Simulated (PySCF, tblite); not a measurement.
# C5H10F2: dynamics, then NMR shifts on frames, part 1 of 2

Aim: move C5H10F2 (`CCCC(C)(F)F`) away from its starting geometry and see how NMR shifts follow the geometry.

Computed with tblite 0.8.0 and PySCF 2.14.0, with density-fitted response routines of our own, on a single molecule in the gas phase. Atoms count from 0, in the outputs and in this text.

## Step 1: The molecule as given

17 atoms, charge 0, multiplicity 1; geometry from: GFN2-xTB.

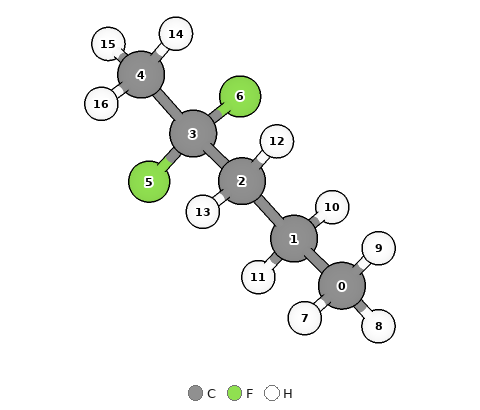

As it starts; carbon grey, fluorine green, hydrogen white, atoms numbered.

## Step 2: Dynamics with GFN2-xTB

The job: settings as JSON, then the geometry in Å.

```
{"job": {"kind": "md", "xc": "GFN2-xTB", "basis": "xTB", "temperature": 300, "steps": 2000, "every": 50, "frames": 5}, "charge": 0, "multiplicity": 1}
C      2.551704    -0.092660     0.334725
C      1.165800    -0.704405     0.485837
C      0.070217     0.320091     0.186646
C     -1.328108    -0.270527     0.338067
C     -2.456694     0.700067     0.033586
F     -1.487888    -0.759595     1.607429
F     -1.455869    -1.371137    -0.466896
H      2.679050     0.742998     1.019769
H      3.316280    -0.833906     0.552197
H      2.702914     0.269047    -0.679992
H      1.060415    -1.549895    -0.196547
H      1.036718    -1.077342     1.503538
H      0.172439     0.687709    -0.835781
H      0.152721     1.166108     0.871271
H     -2.378083     1.038442    -0.995360
H     -3.410401     0.196615     0.174754
H     -2.398214     1.550422     0.706309
```

Method: GFN2-xTB Langevin dynamics, gas phase.

Run with:

```sh
$ OMP_NUM_THREADS=1 python probes_run.py task.json out
```

One launch serves the whole session: the jobs run in the order shown.

Output:

```text
t/fs     T/K      E/eV
    0.0   259.0   -688.16079
   25.0   183.7   -687.78225
   50.0   208.7   -687.67276
   75.0   258.4   -687.61899
  100.0   257.0   -687.73576
  125.0   235.9   -687.50328
  150.0   260.5   -687.56070
  175.0   236.6   -687.61783
  200.0   196.3   -687.55425
  225.0   313.6   -687.73666
  250.0   314.9   -687.62984
  275.0   246.1   -687.68566
  300.0   201.9   -687.64716
  325.0   260.2   -687.62117
  350.0   274.3   -687.66968
  375.0   219.5   -687.67201
  400.0   282.9   -687.68986
  425.0   240.5   -687.46845
  450.0   335.6   -687.55811
  475.0   424.5   -687.60884
  500.0   311.4   -687.23751
  525.0   345.4   -687.41410
  550.0   270.1   -687.16946
  575.0   487.0   -687.44415
  600.0   297.7   -687.28728
  625.0   373.8   -687.49018
  650.0   294.0   -687.47843
  675.0   347.1   -687.63576
  700.0   320.0   -687.51264
  725.0   341.9   -687.64803
  750.0   367.0   -687.71959
  775.0   309.7   -687.52612
  800.0   361.3   -687.58883
  825.0   381.4   -687.47347
  850.0   359.1   -687.45754
  875.0   292.5   -687.49203
  900.0   352.4   -687.42418
  925.0   338.9   -687.47191
  950.0   295.4   -687.35847
  975.0   380.2   -687.49561
 1000.0   309.5   -687.42809
```

Wall time 46 s (1 thread of AMD EPYC, shared host).

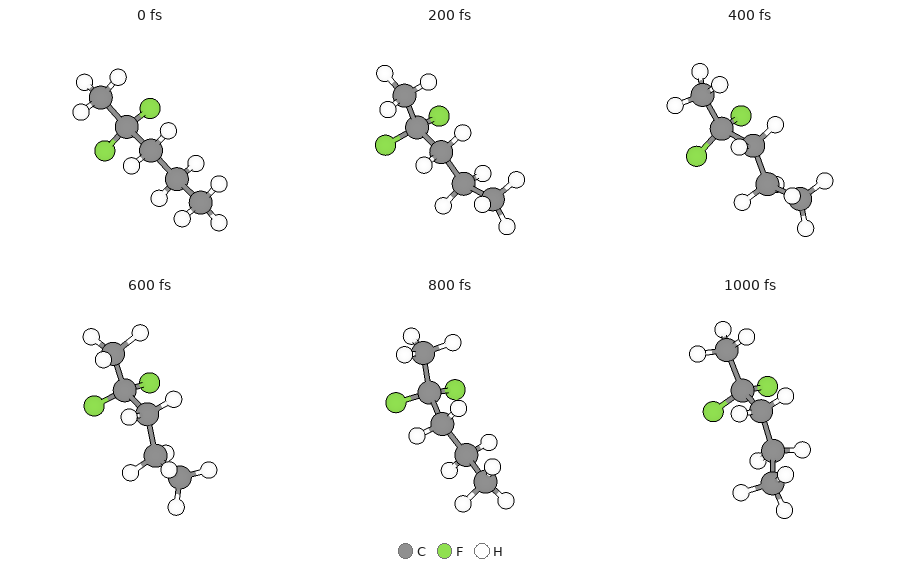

Frames of the run.

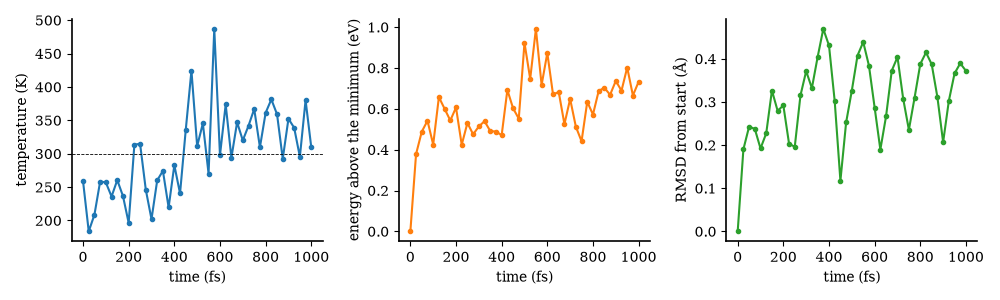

Temperature, potential energy and distance from the start.

Positions (Å) and forces (eV/Å) at 1000 fs:

```xyz
17

C     1.073    1.180    2.214   -1.147    0.952    1.210
C     0.023    0.199    1.605    1.679    0.149    0.620
C    -1.064    0.867    0.754    0.105   -1.857    1.722
C    -2.307    0.021    0.894   -1.994   -0.287   -0.593
C    -3.524    0.671    0.125    1.047    1.848    0.479
F    -2.662   -0.210    2.222    0.171    0.608   -0.731
F    -2.099   -1.263    0.455    0.018    0.322   -0.271
H     0.577    1.638    3.142    0.474    0.145   -1.505
H     1.895    0.656    2.713    0.060   -0.110   -0.819
H     1.449    1.981    1.483   -0.653   -1.325    1.193
H     0.605   -0.451    0.986    0.282   -0.565   -0.799
H    -0.344   -0.492    2.394   -0.179    0.873   -0.261
H    -0.754    0.897   -0.254    0.150    0.241   -1.022
H    -1.325    1.797    1.158   -0.134    1.567    0.373
H    -3.157    1.171   -0.822   -0.252   -0.634    1.074
H    -4.308    0.009   -0.144   -0.348   -0.784    0.039
H    -3.978    1.498    0.771    0.722   -1.140   -0.708
```

## Step 3: Shielding tensors: 250 fs, PBE0/pcSseg-1

The job: settings as JSON, then the geometry in Å.

```
{"job": {"kind": "nmr", "xc": "PBE0", "basis": "pcSseg-1", "pop": false}, "charge": 0, "multiplicity": 1}
C      2.273100    -0.332000     0.450400
C      0.844200    -0.637100     0.950400
C     -0.235900     0.285800     0.283600
C     -1.739700    -0.184200     0.463400
C     -2.850300     0.687100    -0.106100
F     -1.897700    -0.372700     1.781700
F     -1.956200    -1.456400    -0.161600
H      2.588800     0.734800     0.657700
H      2.996100    -0.969000     0.892700
H      2.453900    -0.536000    -0.608800
H      0.648500    -1.614900     0.592700
H      0.789100    -0.654800     2.027300
H      0.039100     0.281600    -0.783300
H     -0.193000     1.313600     0.605100
H     -2.976400     0.609400    -1.187800
H     -3.764200     0.390100     0.360600
H     -2.727300     1.791400     0.069000
```

Level: GIAO PBE0/pcSseg-1 NMR shielding, non-relativistic, gas phase.

Output:

```text
coarse grid: 13808 points
cycle   1  E = -395.6026858544  dE =  4.867e-01  |g| = 7.657e-01  |ddm| = 3.339e+00
cycle   2  E = -395.5038514425  dE =  9.883e-02  |g| = 1.125e+00  |ddm| = 1.059e+00
cycle   3  E = -395.7113370999  dE = -2.075e-01  |g| = 9.027e-02  |ddm| = 6.336e-01
cycle   4  E = -395.7128354215  dE = -1.498e-03  |g| = 3.692e-02  |ddm| = 8.250e-02
cycle   5  E = -395.7130902553  dE = -2.548e-04  |g| = 8.288e-03  |ddm| = 2.802e-02
cycle   6  E = -395.7131011479  dE = -1.089e-05  |g| = 2.861e-03  |ddm| = 7.110e-03
cycle   7  E = -395.7131024619  dE = -1.314e-06  |g| = 4.623e-04  |ddm| = 1.898e-03
final grid: 132968 points
cycle   8  E = -395.7701809598  dE = -4.832e-05  |g| = 9.443e-03  |ddm| = 2.661e-02
cycle   9  E = -395.7701700220  dE =  1.094e-05  |g| = 1.243e-02  |ddm| = 1.529e-02
cycle  10  E = -395.7702012768  dE = -3.125e-05  |g| = 1.229e-03  |ddm| = 8.233e-03
cycle  11  E = -395.7702015189  dE = -2.421e-07  |g| = 2.692e-04  |ddm| = 8.960e-04
cycle  12  E = -395.7702015307  dE = -1.176e-08  |g| = 8.329e-05  |ddm| = 1.989e-04
cycle  13  E = -395.7702015319  dE = -1.257e-09  |g| = 1.982e-05  |ddm| = 7.115e-05
cycle  14  E = -395.7702015320  dE = -5.286e-11  |g| = 6.758e-06  |ddm| = 1.479e-05
converged SCF energy = -395.7702015320

GIAO shielding tensors (ppm)
atom      isotropic    diamagn.    paramagn.     s11        s22        s33       span
  0 C      170.885     244.428     -73.543    158.275    163.653    190.727     32.452
  1 C      169.652     246.292     -76.640    154.297    175.966    178.694     24.397
  2 C      138.733     251.483    -112.750    114.671    130.820    170.709     56.038
  3 C       52.041     241.394    -189.354     37.360     48.680     70.082     32.722
  4 C      159.770     246.002     -86.232    138.269    149.579    191.461     53.193
  5 F      287.944     474.522    -186.578    204.483    303.779    355.570    151.086
  6 F      265.991     477.305    -211.313    123.279    309.396    365.298    242.019
  7 H       29.971      28.172       1.800     25.498     27.815     36.602     11.104
  8 H       31.076      28.393       2.683     26.431     28.166     38.631     12.199
  9 H       30.696      30.200       0.496     26.557     28.585     36.944     10.387
 10 H       30.552      32.484      -1.932     24.754     31.666     35.237     10.483
 11 H       30.309      30.681      -0.371     24.330     30.524     36.075     11.745
 12 H       29.778      33.910      -4.132     25.221     31.198     32.915      7.694
 13 H       30.144      33.471      -3.327     26.033     30.988     33.411      7.378
 14 H       29.756      28.747       1.009     26.092     27.598     35.577      9.485
 15 H       30.118      26.618       3.500     26.489     27.977     35.888      9.399
 16 H       29.474      28.025       1.449     25.576     27.590     35.256      9.680
```

It took 93 s on 1 thread of AMD EPYC, shared host; peak memory 0.75 GiB.

The references, computed at this level on geometries of the same kind, shield at (ppm): ¹H TMS 31.72, ¹³C TMS 186.9, ¹⁹F CFCl3 170.9. Their shielding less the atom's gives the shift. The references are single molecules in the gas phase, so shifts against H2O, NH3, PH3, H3PO4 or CFCl3 are not on the usual liquid scales and can be off by tens of ppm. Each atom is listed at this fixed geometry, with no averaging over motion; a spectrum would average atoms that exchange fast.

```csv
atoms,environment,σ (ppm),δ (ppm)
C3,fully substituted sp3 carbon bonded to 2 F,52.0,134.9
C2,sp3 CH2,138.7,48.2
C4,methyl carbon,159.8,27.2
C1,sp3 CH2,169.7,17.3
C0,methyl carbon,170.9,16.0
H16,hydrogen on a methyl carbon,29.47,2.24
H14,hydrogen on a methyl carbon,29.76,1.96
H12,hydrogen on an sp3 CH2,29.78,1.94
H7,hydrogen on a methyl carbon,29.97,1.75
H15,hydrogen on a methyl carbon,30.12,1.60
H13,hydrogen on an sp3 CH2,30.14,1.57
H11,hydrogen on an sp3 CH2,30.31,1.41
H10,hydrogen on an sp3 CH2,30.55,1.16
H9,hydrogen on a methyl carbon,30.70,1.02
H8,hydrogen on a methyl carbon,31.08,0.64
F6,fluorine of a CF2 group,266.0,-95.0
F5,fluorine of a CF2 group,287.9,-117.0
```

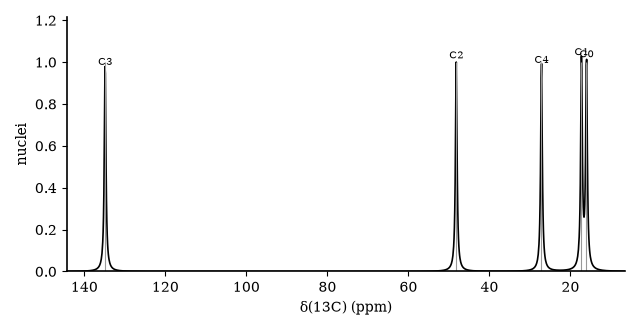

¹³C lines at the computed shifts, without couplings. Lines are broadened to a width of 0.48 ppm (Lorentzian).

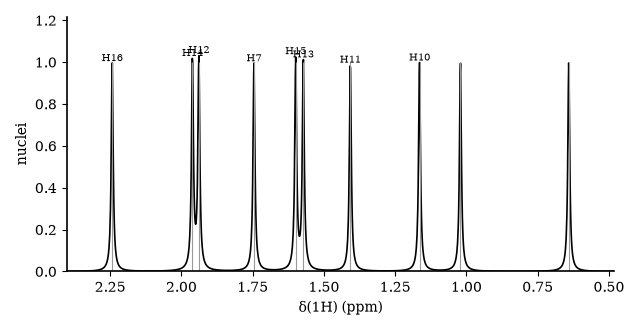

¹H lines at the computed shifts, without couplings. Lines are broadened to a width of 0.01 ppm (Lorentzian).

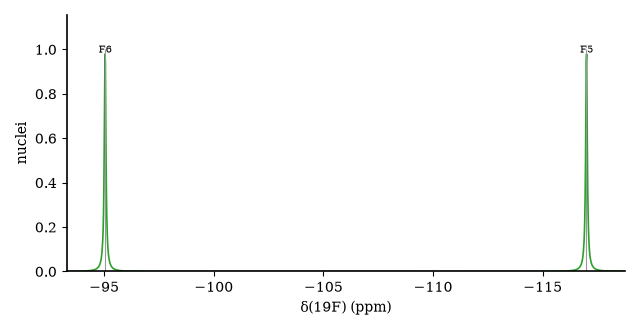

¹⁹F lines at the computed shifts, without couplings. Lines are broadened to a width of 0.09 ppm (Lorentzian).

Orbitals, density, ELF and potential are computed afterwards from the orbital file.

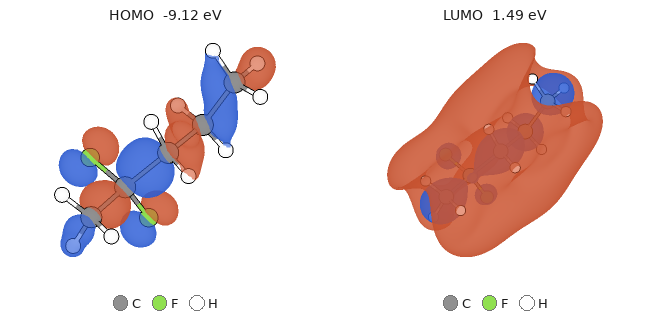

PBE0/pcSseg-1 orbitals near the gap, drawn at the value that encloses 70 % of each; the two colours are the two signs.

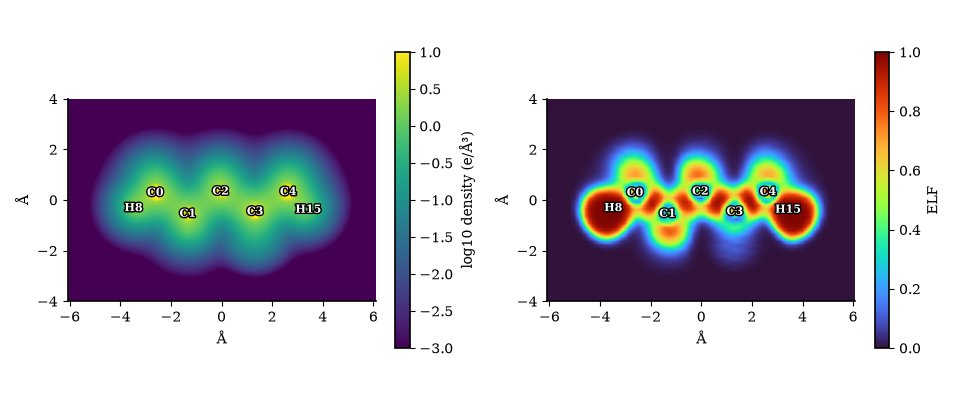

Density (left) and ELF (right) in a plane through or near 7 of the atoms.

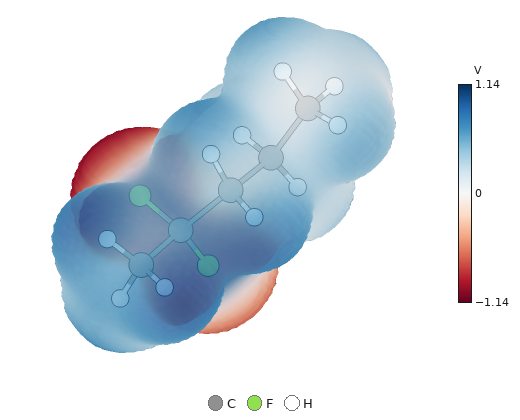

The potential that a unit positive charge feels on the 0.002 e/bohr³ surface, from the 1st to the 99th percentile, from -1.14 V near F6 to 0.89 V near H16.

## Step 4: Nuclear shieldings: 425 fs, PBE0/pcSseg-1

The job: settings as JSON, then the geometry in Å.

```
{"job": {"kind": "nmr", "xc": "PBE0", "basis": "pcSseg-1", "pop": false}, "charge": 0, "multiplicity": 1}
C      2.051400     0.161400     0.596000
C      0.725500    -0.304700     1.120800
C     -0.380000     0.403600     0.320400
C     -1.879700    -0.065600     0.635800
C     -3.039400     0.727900     0.110000
F     -2.047800    -0.189500     2.001800
F     -2.014300    -1.414000     0.336200
H      2.002400     1.269900     0.793500
H      2.855200    -0.296000     1.098900
H      2.017300     0.074100    -0.484100
H      0.576400    -1.366400     0.891000
H      0.582600    -0.142600     2.147900
H     -0.189200     0.299700    -0.745500
H     -0.429600     1.452500     0.545400
H     -2.681500     1.313100    -0.782200
H     -3.938600     0.179900    -0.007100
H     -3.195600     1.383800     0.985300
```

With the program's defaults for keys left out, this is: GIAO PBE0/pcSseg-1 NMR shielding, non-relativistic, gas phase.

Output:

```text
coarse grid: 13808 points
cycle   1  E = -395.5867526005  dE =  6.335e-01  |g| = 7.858e-01  |ddm| = 3.356e+00
cycle   2  E = -395.4842604483  dE =  1.025e-01  |g| = 1.151e+00  |ddm| = 1.147e+00
cycle   3  E = -395.7008212926  dE = -2.166e-01  |g| = 8.407e-02  |ddm| = 6.823e-01
cycle   4  E = -395.7022210053  dE = -1.400e-03  |g| = 3.310e-02  |ddm| = 7.950e-02
cycle   5  E = -395.7024556367  dE = -2.346e-04  |g| = 5.762e-03  |ddm| = 2.713e-02
cycle   6  E = -395.7024624591  dE = -6.822e-06  |g| = 1.830e-03  |ddm| = 6.390e-03
final grid: 132968 points
cycle   7  E = -395.7587235005  dE = -5.310e-05  |g| = 9.897e-03  |ddm| = 2.751e-02
cycle   8  E = -395.7587114774  dE =  1.202e-05  |g| = 1.303e-02  |ddm| = 1.630e-02
cycle   9  E = -395.7587450370  dE = -3.356e-05  |g| = 1.096e-03  |ddm| = 8.876e-03
cycle  10  E = -395.7587452338  dE = -1.968e-07  |g| = 2.803e-04  |ddm| = 8.878e-04
cycle  11  E = -395.7587452476  dE = -1.374e-08  |g| = 6.657e-05  |ddm| = 1.992e-04
cycle  12  E = -395.7587452486  dE = -1.006e-09  |g| = 1.586e-05  |ddm| = 6.463e-05
cycle  13  E = -395.7587452486  dE = -4.866e-11  |g| = 2.451e-06  |ddm| = 1.343e-05
converged SCF energy = -395.7587452486

GIAO shielding tensors (ppm)
atom      isotropic    diamagn.    paramagn.     s11        s22        s33       span
  0 C      170.122     249.878     -79.755    160.074    164.534    185.759     25.685
  1 C      170.391     249.227     -78.836    161.560    171.648    177.964     16.404
  2 C      136.032     252.205    -116.173    103.854    134.768    169.473     65.619
  3 C       50.806     239.906    -189.100     29.601     53.416     69.402     39.801
  4 C      158.058     251.996     -93.938    139.990    145.790    188.395     48.405
  5 F      256.424     476.512    -220.088    122.234    316.727    330.311    208.078
  6 F      274.440     477.837    -203.397    160.878    319.289    343.152    182.274
  7 H       29.945      29.465       0.480     25.365     28.779     35.691     10.326
  8 H       30.834      29.662       1.173     26.007     27.893     38.604     12.597
  9 H       30.898      31.193      -0.295     26.411     29.982     36.301      9.891
 10 H       29.892      32.005      -2.112     24.331     30.353     34.992     10.661
 11 H       31.080      32.597      -1.517     25.494     31.244     36.503     11.008
 12 H       30.260      34.095      -3.835     26.185     31.231     33.365      7.180
 13 H       30.445      34.104      -3.659     26.629     31.676     33.029      6.399
 14 H       29.132      28.775       0.357     24.762     28.494     34.139      9.377
 15 H       29.806      28.294       1.512     26.226     27.672     35.521      9.295
 16 H       29.292      28.375       0.917     25.207     28.739     33.930      8.723
```

Run time: 65 s. Hardware: 1 thread of AMD EPYC, shared host; peak memory 0.78 GiB.

Key values: δ C3 136.1, C2 50.9, C4 28.9, C0 16.8, H14 2.59, H16 2.42 ppm.

## Step 5: Nuclear shieldings: 625 fs, PBE0/pcSseg-1

The job: settings as JSON, then the geometry in Å.

```
{"job": {"kind": "nmr", "xc": "PBE0", "basis": "pcSseg-1", "pop": false}, "charge": 0, "multiplicity": 1}
C      1.825300     0.659100     1.432900
C      0.493700    -0.063700     1.550600
C     -0.497400     0.461600     0.551700
C     -1.904200    -0.137200     0.571000
C     -2.918100     0.561300    -0.344500
F     -2.377500    -0.294500     1.849300
F     -1.730700    -1.444800     0.145900
H      1.785500     1.733100     1.397900
H      2.497300     0.354600     2.266400
H      2.297900     0.469600     0.422900
H      0.586900    -1.100000     1.219200
H      0.229100    -0.158200     2.575500
H     -0.087000     0.367900    -0.472600
H     -0.572600     1.513600     0.870800
H     -2.710400     0.799500    -1.428400
H     -3.879900     0.022800    -0.395200
H     -3.133100     1.514100     0.152700
```

Level: GIAO PBE0/pcSseg-1 NMR shielding, non-relativistic, gas phase.

Output:

```text
coarse grid: 13808 points
cycle   1  E = -395.6013588717  dE =  5.964e-01  |g| = 7.608e-01  |ddm| = 3.359e+00
cycle   2  E = -395.5142842145  dE =  8.707e-02  |g| = 1.089e+00  |ddm| = 1.065e+00
cycle   3  E = -395.7084804202  dE = -1.942e-01  |g| = 8.000e-02  |ddm| = 6.268e-01
cycle   4  E = -395.7096740604  dE = -1.194e-03  |g| = 3.391e-02  |ddm| = 7.740e-02
cycle   5  E = -395.7099241401  dE = -2.501e-04  |g| = 4.891e-03  |ddm| = 2.759e-02
cycle   6  E = -395.7099289662  dE = -4.826e-06  |g| = 1.669e-03  |ddm| = 5.590e-03
final grid: 132968 points
cycle   7  E = -395.7650761360  dE = -4.618e-05  |g| = 9.503e-03  |ddm| = 2.890e-02
cycle   8  E = -395.7650638856  dE =  1.225e-05  |g| = 1.271e-02  |ddm| = 1.591e-02
cycle   9  E = -395.7650962681  dE = -3.238e-05  |g| = 9.820e-04  |ddm| = 8.544e-03
cycle  10  E = -395.7650964282  dE = -1.601e-07  |g| = 2.725e-04  |ddm| = 7.931e-04
cycle  11  E = -395.7650964411  dE = -1.288e-08  |g| = 5.510e-05  |ddm| = 1.930e-04
cycle  12  E = -395.7650964417  dE = -6.643e-10  |g| = 1.670e-05  |ddm| = 5.906e-05
converged SCF energy = -395.7650964417

GIAO shielding tensors (ppm)
atom      isotropic    diamagn.    paramagn.     s11        s22        s33       span
  0 C      168.441     247.253     -78.812    154.163    158.171    192.988     38.826
  1 C      173.675     249.210     -75.534    158.239    173.374    189.413     31.175
  2 C      140.695     250.517    -109.822    116.621    135.956    169.509     52.888
  3 C       56.146     242.315    -186.169     39.970     53.528     74.940     34.970
  4 C      159.478     243.691     -84.213    141.844    147.309    189.281     47.437
  5 F      290.849     473.650    -182.801    183.289    332.313    356.946    173.657
  6 F      286.813     477.835    -191.021    160.334    328.477    371.628    211.294
  7 H       31.210      30.358       0.852     27.496     29.364     36.769      9.272
  8 H       29.650      27.509       2.140     24.618     26.892     37.439     12.821
  9 H       29.835      29.780       0.055     25.582     27.802     36.121     10.539
 10 H       29.836      32.485      -2.649     24.356     30.221     34.933     10.577
 11 H       30.729      31.796      -1.067     24.499     31.077     36.612     12.113
 12 H       29.582      33.492      -3.909     25.147     30.753     32.847      7.700
 13 H       29.551      32.696      -3.145     24.841     30.822     32.990      8.149
 14 H       28.762      27.966       0.796     24.916     26.714     34.657      9.741
 15 H       29.417      25.101       4.316     25.503     27.035     35.712     10.209
 16 H       30.219      27.172       3.046     26.470     28.374     35.814      9.344
```

Run time: 72 s. Hardware: 1 thread of AMD EPYC, shared host; peak memory 0.77 GiB.

In short: δ C3 130.8, C2 46.2, C4 27.4, C0 18.5, H14 2.95, H15 2.30 ppm.

(Continued in part 2 of 2.)
